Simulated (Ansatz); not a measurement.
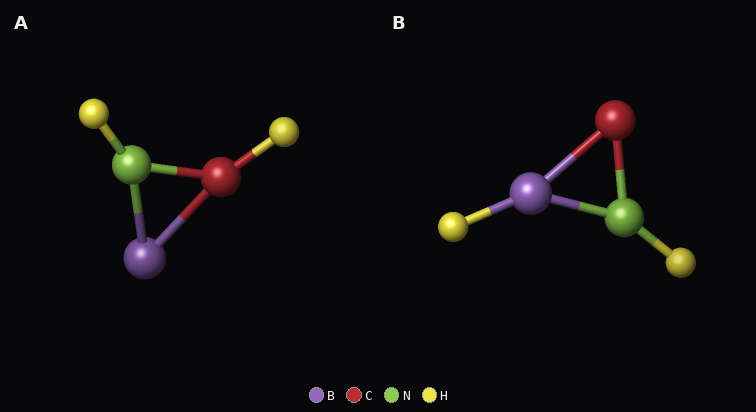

2 stationary structures of one formula. Geometries: PBE-D4/def2-SVP. Electronic energies: PBE-D4/def2-SVP (Ansatz 0.2.0), without zero-point energy. No frequency run is at hand to confirm each as a minimum.

> Which is lowest in energy, and by how much?

B is lowest (Cs); A lies 119.5 kJ/mol above it (Cs).
